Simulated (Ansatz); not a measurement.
## Work function of Fe(111): what the settings cost and change

How far do cutoff, k-mesh and smearing move the work function of Fe(111)?

Calculated with Ansatz 0.2.0; plane-wave DFT, PBE, Ansatz PAW.

**What experiment says.**

For Fe (clean (111) face, a compiled value), “Anisotropic work function of elemental crystals” (2019, arxiv:1902.07811) quotes earlier work: work function (clean (111) face, a compiled value) 4.81 eV.

## 1. Set-up

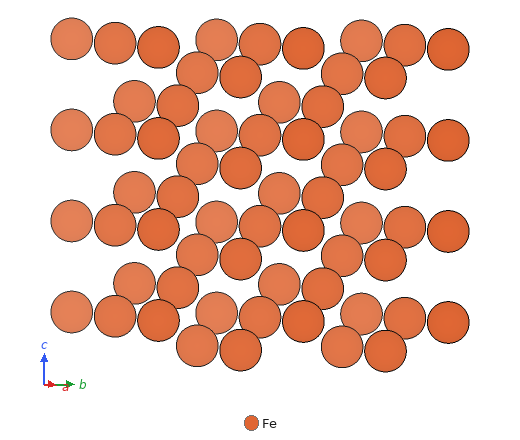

The cell as given, from the side, with the c axis up (iron orange). 2×2×1 cells are drawn. Some periodic images of atoms are drawn too.

The cell holds 11 atoms: 11 Fe. Its edges and angles: a = 4.059 Å, b = 4.059 Å, c = 26.285 Å, α = 90.0°, β = 90.0°, γ = 60.0°. Vacuum lies along c.

## 2. Slab, setting cutoff 200 eV

A work function rests on the faint tail of the density, so the SCF threshold is tight. The cutoff is raised first; then mesh and smearing are varied at the default cutoff.

Input file input.yaml:

```yaml
crystal:
  lattice:
    - [4.058792924, 0.0, 0.0]
    - [2.029396462, 3.5150177809, 0.0]
    - [0.0, 0.0, 26.2849763629]
  atoms:
    - { symbol: Fe, position: [0.6666666667, 0.6666666667, 0.3424009166], spin: 2.5 }
    - { symbol: Fe, position: [0.0, 0.0, 0.3739207333], spin: 2.5 }
    - { symbol: Fe, position: [0.3333333333, 0.3333333333, 0.40544055], spin: 2.5 }
    - { symbol: Fe, position: [0.6666666667, 0.6666666667, 0.4369603666], spin: 2.5 }
    - { symbol: Fe, position: [0.0, 0.0, 0.4684801833], spin: 2.5 }
    - { symbol: Fe, position: [0.3333333333, 0.3333333333, 0.5], spin: 2.5 }
    - { symbol: Fe, position: [0.6666666667, 0.6666666667, 0.5315198167], spin: 2.5 }
    - { symbol: Fe, position: [0.0, 0.0, 0.5630396334], spin: 2.5 }
    - { symbol: Fe, position: [0.3333333333, 0.3333333333, 0.59455945], spin: 2.5 }
    - { symbol: Fe, position: [0.6666666667, 0.6666666667, 0.6260792667], spin: 2.5 }
    - { symbol: Fe, position: [0.0, 0.0, 0.6575990834], spin: 2.5 }
magnetization:
  spin_polarized: true
kpoints:
  mp_grid: { grid: [12, 12, 1] }
hamiltonian:
  xc: pbe
scf:
  occupations: { method: fermi_dirac, width: 0.1 }
  convergence: { dr2_threshold: 1.0e-09 }
efield:
  axis: 3
  dipole_correction: true
  ramp_position: 0.97
  ramp_width: 0.06
basis:
  ecutwfc: "200 eV"
output:
  write_potential: true
  write_density: true
  volumetric_format: npy
  elf: true
```

The run is started by

```console
$ ansatz run input.yaml --threads 4 --pin off --max-ram 6144MiB --backend cpu --events-out ev --progress --plain --runs-dir out
```

Numbers of over 12 decimals in the logs are rounded to 6 here.

The log of the run:

```text
Warning: basis.ecutwfc = 200 eV is below the records' recommended 420 eV, and the density's cutoff is lower with it unless basis.ecutrho_ratio is high enough to keep the records' density cutoff: compare with a run at a higher cutoff
Engine: ansatz 0.2.0, aarch64-unknown-linux-gnu
Pseudopotentials: kind: paw
Pseudopotential: Fe, paw, valence charge 16, recommended cutoff 420 eV (normal), Fe.paw.azcp
Functional definition: PBE
  parameter kappa = 0.804
  parameter beta = 0.066725
  exchange = pbe_x(kappa = kappa, mu = beta*pi^2/3)
  correlation = pbe_c(beta = beta)
Crystal: 11 atoms, lattice volume = 375.001 Å³
Basis set: ecut = 200 eV, 2413 PW (Γ)
Bands: 123, of which v1, the nominal top of the filled ones, is band 88 counted from 1 (87 counted from 0)
Symmetry: 6 space group operations
k-points: 19 of 144 (time reversal used)
Non-local potential: Fe, projectors of the file, l = 0: 3, l = 1: 2, l = 2: 3, l = 3: 1
PAW form: soft (Blöchl's): semilocal exchange-correlation on the pseudo side does not see the compensation charge
PAW one-centre angular grid: Fe, 590 points (default); XC on 64 Gauss nodes
Initial density: superposition of atomic densities (neutral atoms: chi_scale 0, normalization atom)
Starting moments: Σ|m| = 27.5 μB on 11 of 11 sites
Initial wavefunctions: pseudopotential atomic-orbital guess
Functional: x = pbe(κ = 0.804, μ = 0.219515), c = pbe(β = 0.066725)
SCF iter   1: F=—  HF=-49132.248708 eV  |F-HF|=—  |Δ(HF+E_count)|=         —  Δρ=1.05e-1 (↑8.42e-2 ↓1.05e-1)  dr2=6.83e1  dr2_m=4.11e0  M=28.561 μB ∫|m|=29.053 μB  β_m=1.00  ethr=3.10e-3  p=-0.000 e·Å  D=-1.91e-14 V/Å  ΔV_dip=0.00 eV  dr2_dipole=1.25e-6  V_vac-E_F(+/−)=5.93/5.93 eV  ⟨swp⟩=9.0  Hψ=22339  notcnv=0  defer=192
Mixer restart at iter 1: flushing history
efield: sawtooth ramp at fractional position 0.9700 (set: `efield.ramp_position`, or a place that a band, a saddle search or an elastic batch's reference lends), width 0.0600; the density the first Hamiltonian is built on has a dipole p = -0.000 e·Å; the dipole correction subtracts the counter field D = -1.91e-14 V/Å, which shifts the + side's vacuum level by +0.00 eV against the − side's; the planar-averaged density in the ramp window peaks in size at 4.0e-5 e/Å³
preconditioner: auto → LDOS  [metal: Δε(μ)=0.008 eV  Ē_g=6.227 eV  σ=0.100 eV  W_gap=0.02  n_scr=98 (ndim 8)  ℏωp=18.0 eV  f_vac=0.577  D(μ)=18.15/eV (n_scr^D=138)]
spin=Collinear: LDOS preconditioning applied to the charge; magnetization (m = ρ↑ − ρ↓) channel mixes plain (no charge-response kernel on spin).
SCF iter   2: F=—  HF=-49092.862790 eV  |F-HF|=—  |Δ(HF+E_count)|=    3.94e1  Δρ=5.34e-2 (↑5.34e-2 ↓4.41e-2)  dr2=3.71e0  dr2_m=7.05e0  M=32.994 μB ∫|m|=34.230 μB  β_m=0.32  ethr=3.10e-3  p=0.000 e·Å  D=6.59e-5 V/Å  ΔV_dip=-0.00 eV  dr2_dipole=7.36e-4  V_vac-E_F(+/−)=5.30/5.30 eV  ⟨swp⟩=3.0  Hψ=12059  notcnv=0  defer=361
density mixer auto → msr1: a metal under ldos (density of states about μ 3.13 of a free-electron gas's, 98 screened modes)
SCF iter   3: F=—  HF=-49096.316704 eV  |F-HF|=—  |Δ(HF+E_count)|=    3.45e0  Δρ=4.29e-2 (↑4.29e-2 ↓2.37e-2)  dr2=4.06e0  dr2_m=3.13e0  M=32.432 μB ∫|m|=33.792 μB  β_m=0.66  ethr=2.11e-3  p=-0.000 e·Å  D=-1.06e-4 V/Å  ΔV_dip=0.00 eV  dr2_dipole=1.68e-4  V_vac-E_F(+/−)=5.32/5.32 eV  ⟨swp⟩=2.3  Hψ=6984  notcnv=0  defer=356
SCF iter   4: F=—  HF=-49103.518746 eV  |F-HF|=—  |Δ(HF+E_count)|=    7.20e0  Δρ=1.14e-2 (↑1.14e-2 ↓4.72e-3)  dr2=5.16e-1  dr2_m=1.17e-1  M=31.323 μB ∫|m|=32.903 μB  β_m=0.65  ethr=2.11e-3  p=-0.001 e·Å  D=-3.50e-4 V/Å  ΔV_dip=0.01 eV  dr2_dipole=5.21e-4  V_vac-E_F(+/−)=5.04/5.04 eV  ⟨swp⟩=2.3  Hψ=7108  notcnv=0  defer=366
SCF iter   5: F=—  HF=-49103.814384 eV  |F-HF|=—  |Δ(HF+E_count)|=   2.96e-1  Δρ=2.68e-3 (↑2.68e-3 ↓2.21e-3)  dr2=1.49e-1  dr2_m=1.01e-2  M=31.068 μB ∫|m|=32.691 μB  β_m=0.62  ethr=2.93e-4  p=-0.000 e·Å  D=-1.21e-4 V/Å  ΔV_dip=0.00 eV  dr2_dipole=4.56e-5  V_vac-E_F(+/−)=4.91/4.92 eV  ⟨swp⟩=2.5  Hψ=8576  notcnv=0  defer=369
SCF iter   6: F=—  HF=-49103.843372 eV  |F-HF|=—  |Δ(HF+E_count)|=   2.90e-2  Δρ=1.02e-3 (↑1.02e-3 ↓9.61e-4)  dr2=8.94e-3  dr2_m=1.72e-3  M=30.991 μB ∫|m|=32.671 μB  β_m=0.73  ethr=8.45e-5  p=-0.000 e·Å  D=-1.29e-4 V/Å  ΔV_dip=0.00 eV  dr2_dipole=3.94e-6  V_vac-E_F(+/−)=4.77/4.77 eV  ⟨swp⟩=2.0  Hψ=7236  notcnv=0  defer=374
SCF iter   7: F=—  HF=-49103.847311 eV  |F-HF|=—  |Δ(HF+E_count)|=   3.94e-3  Δρ=5.62e-4 (↑3.62e-4 ↓5.62e-4)  dr2=1.48e-3  dr2_m=3.95e-4  M=30.962 μB ∫|m|=32.674 μB  β_m=0.75  ethr=5.08e-6  p=-0.000 e·Å  D=-6.98e-5 V/Å  ΔV_dip=0.00 eV  dr2_dipole=4.80e-7  V_vac-E_F(+/−)=4.66/4.67 eV  ⟨swp⟩=2.3  Hψ=7239  notcnv=0  defer=376
SCF iter   8: F=—  HF=-49103.847537 eV  |F-HF|=—  |Δ(HF+E_count)|=   2.26e-4  Δρ=2.73e-4 (↑1.59e-4 ↓2.73e-4)  dr2=5.29e-4  dr2_m=6.66e-5  M=30.950 μB ∫|m|=32.667 μB  β_m=0.73  ethr=8.43e-7  p=-0.000 e·Å  D=-2.37e-5 V/Å  ΔV_dip=0.00 eV  dr2_dipole=2.50e-6  V_vac-E_F(+/−)=4.64/4.64 eV  ⟨swp⟩=2.7  Hψ=7998  notcnv=0  defer=376
SCF iter   9: F=—  HF=-49103.847583 eV  |F-HF|=—  |Δ(HF+E_count)|=   4.52e-5  Δρ=6.40e-5 (↑5.88e-5 ↓6.40e-5)  dr2=3.02e-5  dr2_m=4.27e-6  M=30.946 μB ∫|m|=32.667 μB  β_m=0.83  ethr=3.01e-7  p=-0.000 e·Å  D=-9.39e-6 V/Å  ΔV_dip=0.00 eV  dr2_dipole=1.36e-6  V_vac-E_F(+/−)=4.62/4.63 eV  ⟨swp⟩=2.0  Hψ=6534  notcnv=0  defer=376
SCF iter  10: F=—  HF=-49103.847596 eV  |F-HF|=—  |Δ(HF+E_count)|=   1.33e-5  Δρ=3.82e-5 (↑2.70e-5 ↓3.82e-5)  dr2=1.14e-5  dr2_m=1.48e-6  M=30.947 μB ∫|m|=32.667 μB  β_m=0.82  ethr=1.72e-8  p=-0.000 e·Å  D=-5.84e-7 V/Å  ΔV_dip=0.00 eV  dr2_dipole=1.35e-6  V_vac-E_F(+/−)=4.62/4.62 eV  ⟨swp⟩=3.4  Hψ=9631  notcnv=0  defer=376
SCF iter  11: F=—  HF=-49103.847597 eV  |F-HF|=—  |Δ(HF+E_count)|=   1.29e-6  Δρ=2.23e-5 (↑1.69e-5 ↓2.23e-5)  dr2=3.29e-6  dr2_m=5.40e-7  M=30.947 μB ∫|m|=32.667 μB  β_m=0.84  ethr=6.49e-9  p=0.000 e·Å  D=2.36e-6 V/Å  ΔV_dip=-0.00 eV  dr2_dipole=3.42e-7  V_vac-E_F(+/−)=4.62/4.62 eV  ⟨swp⟩=2.5  Hψ=7740  notcnv=0  defer=376
SCF iter  12: F=—  HF=-49103.847599 eV  |F-HF|=—  |Δ(HF+E_count)|=   1.41e-6  Δρ=1.37e-5 (↑5.19e-6 ↓1.37e-5)  dr2=5.30e-7  dr2_m=1.53e-7  M=30.947 μB ∫|m|=32.667 μB  β_m=0.88  ethr=1.87e-9  p=0.000 e·Å  D=2.94e-6 V/Å  ΔV_dip=-0.00 eV  dr2_dipole=1.18e-8  V_vac-E_F(+/−)=4.62/4.62 eV  ⟨swp⟩=2.9  Hψ=9517  notcnv=0  defer=376
SCF iter  13: F=—  HF=-49103.847598 eV  |F-HF|=—  |Δ(HF+E_count)|=   6.52e-7  Δρ=6.70e-6 (↑6.70e-6 ↓6.56e-6)  dr2=3.96e-7  dr2_m=3.70e-8  M=30.947 μB ∫|m|=32.667 μB  β_m=0.75  ethr=3.01e-10  p=0.000 e·Å  D=4.77e-6 V/Å  ΔV_dip=-0.00 eV  dr2_dipole=4.90e-9  V_vac-E_F(+/−)=4.62/4.62 eV  ⟨swp⟩=2.7  Hψ=9023  notcnv=0  defer=376
SCF iter  14: F=—  HF=-49103.847598 eV  |F-HF|=—  |Δ(HF+E_count)|=   1.82e-9  Δρ=3.04e-6 (↑2.27e-6 ↓3.04e-6)  dr2=5.24e-8  dr2_m=8.37e-9  M=30.947 μB ∫|m|=32.667 μB  β_m=0.70  ethr=2.25e-10  p=0.000 e·Å  D=4.54e-6 V/Å  ΔV_dip=-0.00 eV  dr2_dipole=1.26e-10  V_vac-E_F(+/−)=4.62/4.62 eV  ⟨swp⟩=3.0  Hψ=9536  notcnv=0  defer=376
SCF iter  15: F=—  HF=-49103.847598 eV  |F-HF|=—  |Δ(HF+E_count)|=   7.93e-9  Δρ=1.66e-6 (↑6.30e-7 ↓1.66e-6)  dr2=8.30e-9  dr2_m=2.40e-9  M=30.947 μB ∫|m|=32.667 μB  β_m=0.80  ethr=2.98e-11  p=0.000 e·Å  D=4.56e-6 V/Å  ΔV_dip=-0.00 eV  dr2_dipole=1.09e-12  V_vac-E_F(+/−)=4.62/4.62 eV  ⟨swp⟩=2.4  Hψ=8634  notcnv=0  defer=376
SCF iter  16: F=—  HF=-49103.847598 eV  |F-HF|=—  |Δ(HF+E_count)|=   5.84e-9  Δρ=5.87e-7 (↑4.33e-7 ↓5.87e-7)  dr2=2.28e-9  dr2_m=4.77e-10  M=30.947 μB ∫|m|=32.667 μB  β_m=0.84  ethr=4.72e-12  p=0.000 e·Å  D=4.57e-6 V/Å  ΔV_dip=-0.00 eV  dr2_dipole=1.39e-11  V_vac-E_F(+/−)=4.62/4.62 eV  ⟨swp⟩=3.5  Hψ=10686  notcnv=0  defer=376
SCF iter  17: F=—  HF=-49103.847598 eV  |F-HF|=—  |Δ(HF+E_count)|=  5.97e-10  Δρ=2.11e-7 (↑1.37e-7 ↓2.11e-7)  dr2=3.95e-10  dr2_m=3.90e-11  M=30.947 μB ∫|m|=32.667 μB  β_m=0.79  ethr=1.30e-12  p=0.000 e·Å  D=4.52e-6 V/Å  ΔV_dip=-0.00 eV  dr2_dipole=1.22e-14  V_vac-E_F(+/−)=4.62/4.62 eV  ⟨swp⟩=2.6  Hψ=8945  notcnv=0  defer=376
SCF iter  18: F=-49103.847598 eV  HF=-49103.847598 eV  |F-HF|=8.73e-11  |Δ(HF+E_count)|=  7.28e-11  Δρ=1.13e-7 (↑3.36e-8 ↓1.13e-7)  dr2=6.09e-11  dr2_m=9.79e-12  M=30.947 μB ∫|m|=32.667 μB  ethr=1.00e-12  p=0.000 e·Å  D=4.51e-6 V/Å  ΔV_dip=-0.00 eV  dr2_dipole=2.84e-12  V_vac-E_F(+/−)=4.62/4.62 eV  ⟨swp⟩=11.1  Hψ=18860  notcnv=0
WARN: efield: at this solve's end the planar-averaged density reaches 1.69e-4 e/Å³ inside the ramp window [0.9320, 0.0680] (bound 1e-5 e/Å³); by the running means of the window's planes the mean density over a ramp is at most 1.60e-4 e/Å³, which is held to the bound (the quickstart, § The vacuum guard, A window that rings); the window's nearer edge stands 7.21 Å from this solve's nearest atom along the axis. Its work [...]
SCF 1 converged in 18 iterations: F = -49103.847598 eV  dr2 = 6.09e-11
  greatest PAW one-centre occupation: 1.065 electrons in one spin orbital (limit 2), on the Fe atom at site 1 (counted from 0), in its partial waves of l = 1
WARN: The output density's exchange-correlation potential varies sharply where the density is thin. Do not read a vacuum level from v_tot or v_xc, or from such a field of the output density. On a cell that repeats whose density bears no net charge and no dipole along the vacuum's axis use v_es (v_loc + v_h of the components); under efield.dipole_correction with no amplitude use v_es + v_field, which holds any externa [...]
SCF converged after 18 iterations
Magnetization: 30.9472 μB (103.4736 up, 72.5264 down)
Absolute magnetization: 32.6671 μB (∫|ρ↑−ρ↓|, with the PAW one-centre terms)
Spin contamination: 0.5795 ħ² per cell (⟨S²⟩ above its minimum at these occupations)
Per-site moments (μB) at R_I (Å): [(3.037246, 1.025266), (2.789377, 1.025266), (2.828439, 1.025266), (2.802902, 1.025266), (2.796154, 1.025266), (2.782185, 1.025266), (2.796227, 1.025266), (2.802820, 1.025266), (2.828454, 1.025266), (2.789442, 1.025266), (3.037222, 1.025266)]
Free energy (F): -49103.847598 eV
Harris-Foulkes:  -49103.847598 eV  (|F-HF|=8.73e-11)
Internal energy: -49103.223774 eV  (E = F + TS)
E sigma→0 (E₀):  -49103.535686 eV
Entropy (-TS):   -0.623824 eV (-56.711 meV/atom)
Fermi energy:    3.434189 eV
Dipole field:    D = 0.000003 V/Å  (p = 0.000006 e·Å, saw-weighted, corrected)
Work function:   Φ+ = 4.6157 eV (in doubt: plateau slope 4.5e-2 eV/Å)   Φ− = 4.6235 eV (in doubt: plateau slope 4.0e-2 eV/Å)
Levels:          The Fermi level and band energies are counted from a zero that moves with the ramp; work functions are not
Vacuum region:   at the solve's end the planar-averaged density reaches 1.69e-4 e/Å³ inside the ramp window [0.9320, 0.0680] (bound 1e-5 e/Å³); by the running means of the window's planes the mean density over a ramp is at most 1.60e-4 e/Å³, which is held to the bound (the quickstart, § The vacuum guard, A window that rings)
--- Per-component energies (eV) ---
  E_band       = -5161.677669
  E_kinetic    = 4186.733154
  E_local      = -390933.014388  (includes V_loc(G=0)·N_el)
  E_nonlocal   = 2732.138952
  E_hartree    = 192356.836355
  E_xc         = -1315.163119
  E_vxc        = -1692.098248  (∫ρ·V_xc dr)
  E_paw        = -15420.115547  (= ΣΔE_a)
  E_vpaw       = -4169.297887  (= ΣTr[D̂ρ^β])
  E_aug_tail   = 0.186322  (compensation charges beyond the density's cutoff)
  E_efield     = 0.000000  (sawtooth field / dipole correction)
  E_vefield    = 0.000000  (∫n·V_field dr)
  E_ewald      = 159289.174496
  E_smearing   = -0.623824  (= −TS)
  E_closure    = -0.000000  (closes the sum)
  Σ components = -49103.847598   (vs F -49103.847598, Δ=0.00e0)
--- Band table (eV; the first three rows and the last of 38) ---
  k-point 0 ↑: bands = [... 84 lower, 1.5788, 1.5788, 1.7323, 1.8061, 1.8061, 1.8827, 1.8827, 1.9674, ... 31 higher]
  k-point 1 ↑: bands = [... 84 lower, 1.4252, 1.4764, 1.6782, 1.7048, 1.7217, 1.8669, 1.8723, 1.9310, ... 31 higher]
  k-point 2 ↑: bands = [... 84 lower, 1.4316, 1.5192, 1.6417, 1.6752, 1.7409, 1.7426, 1.8714, 1.9354, ... 31 higher]
  k-point 18 ↓: bands = [... 84 lower, 4.1968, 4.2647, 4.3523, 4.4029, 4.4392, 4.4392, 4.5590, 4.5590, ... 31 higher]
```

It took 2.6 min on 4 threads of Arm Neoverse N1, shared host; peak memory 1 GiB; 7.3 min of CPU time.

Numbers from this step:

```yaml
energy_at_zero_smearing: -49103.5357 eV
total_moment: 30.95 μB
work_function_upper_face: 4.616 eV
```

Running mean over 0.8285 Å of the planar mean; the ramp of the sawtooth is left out. Electron's electrostatic potential energy less the Fermi level against z:

```csv
z (Å),electron's electrostatic potential energy less the Fermi level (eV)
4,4.44
6,4.14
8,1.56
10,-9.51
12,-9.54
14,-9.53
16,-9.54
18,-0.574
20,4.07
22,4.41
```

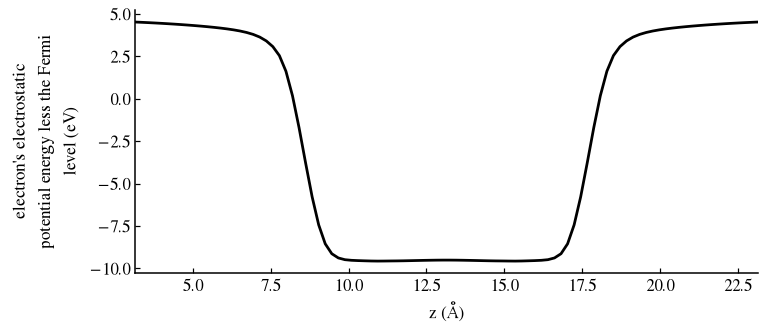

Electron's electrostatic potential energy less the Fermi level, plotted against z.

Site moment by atom:

```csv
atom,site moment (μB)
Fe1,3.04
Fe2,2.79
Fe3,2.83
Fe4,2.80
Fe5,2.80
Fe6,2.78
Fe7,2.80
Fe8,2.80
Fe9,2.83
Fe10,2.79
Fe11,3.04
```

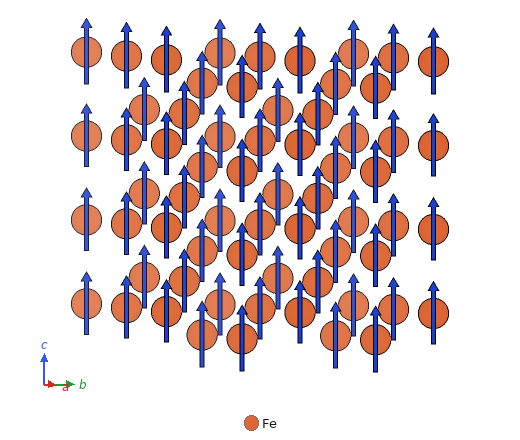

Site moment as arrows, the longest 3.04 μB. Up and down stand for the sign. Arrows give size and sign along the axis of quantisation, drawn up and down the page. 2×2×1 cells are drawn. Some periodic images of atoms are drawn too.

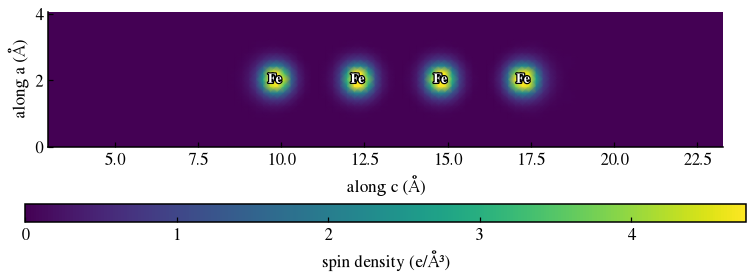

Spin density in the ca plane at fractional y = 0.000, with atoms of Fe within 0.2 Å of it. The map starts off the cell's origin, so that atoms lie inside it. The far vacuum is left out of the map.

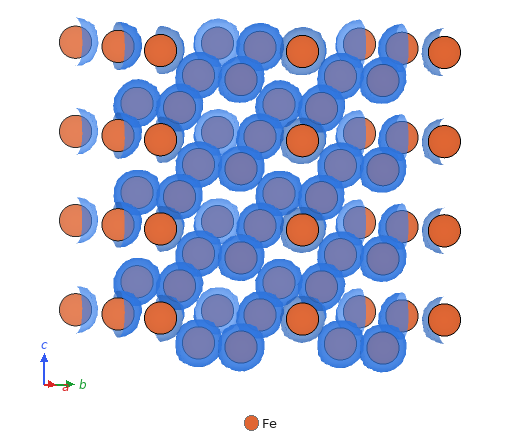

Surface of spin density = 0.66 e/Å³, which holds about 70 % of the integral of its size. 2×2×1 cells are drawn.

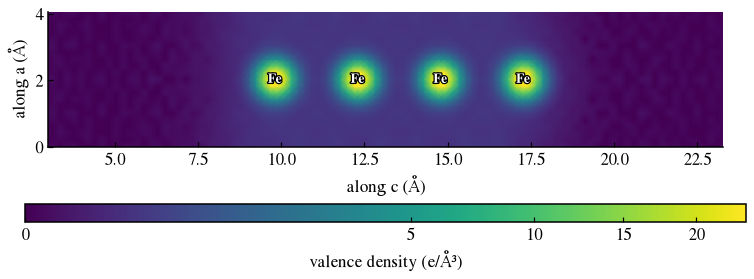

Valence density in the ca plane at fractional y = 0.000, with atoms of Fe within 0.2 Å of it. It is the smooth field of the valence electrons, not physical close to the nuclei. The map starts off the cell's origin, so that atoms lie inside it. The colour scale is stretched toward low values. The far vacuum is left out of the map.

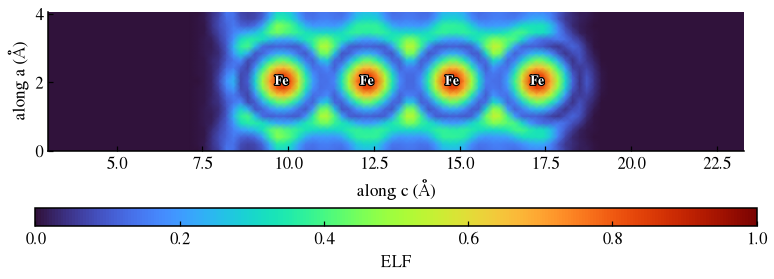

ELF in the ca plane at fractional y = 0.000, with atoms of Fe within 0.2 Å of it. It is the smooth field of the valence electrons, not physical close to the nuclei. The map starts off the cell's origin, so that atoms lie inside it. The far vacuum is left out of the map.

The work function is 4.616 eV. The program marks this work function as in doubt.

## 3. Slab

Changes to input.yaml since step 2:

```diff
@@ -32,3 +32,3 @@
 basis:
-  ecutwfc: "200 eV"
+  ecutwfc: "300 eV"
 output:
@@ -37,2 +37 @@
   volumetric_format: npy
-  elf: true
```

The log of the run:

```text
[...]
Crystal: 11 atoms, lattice volume = 375.001 Å³
Basis set: ecut = 300 eV, 4395 PW (Γ)
Bands: 123, of which v1, the nominal top of the filled ones, is band 88 counted from 1 (87 counted from 0)
Symmetry: 6 space group operations
k-points: 19 of 144 (time reversal used)
[...]
k-point 1 ↑: bands = [... 84 lower, 2.4548, 2.4997, 2.5267, 2.5972, 2.6234, 2.6804, 2.6947, 2.7330, ... 31 higher]
  k-point 2 ↑: bands = [... 84 lower, 2.4311, 2.4316, 2.5349, 2.5900, 2.6302, 2.6557, 2.6824, 2.6843, ... 31 higher]
  k-point 18 ↓: bands = [... 84 lower, 4.9020, 4.9020, 4.9138, 4.9908, 4.9908, 5.1632, 5.1961, 5.1961, ... 31 higher]
[key lines of the parts left out:]
SCF converged after 17 iterations
Magnetization: 27.9830 μB (101.9915 up, 74.0085 down)
Free energy (F): -49276.314043 eV
Fermi energy:    3.677258 eV
Dipole field:    D = -0.000001 V/Å  (p = -0.000002 e·Å, saw-weighted, corrected)
Work function:   Φ+ = 3.8863 eV   Φ− = 3.8864 eV
```

It took 3.1 min on 4 threads; peak memory 1.6 GiB.

The work function is 3.886 eV, -0.729 eV from the run “cutoff 200 eV”, at 1.3 times its CPU time.

(Part 1 of 3 ends here.)

[Logs are printed without paths, hosts, clocks, repeated set-up lines and the standing remarks that a program may print on its own settings, such as how far it seeks lower states.]

[Hosts, paths, dates, database ids (printed as entryN), source tags and the programs' standing remarks are cut or masked in the printed files.]

[Maps of the electrostatic potential energy from Ansatz leave out the sawtooth potential of an applied field or a dipole correction, so their vacuum need not be flat; planar profiles and work functions include it.]
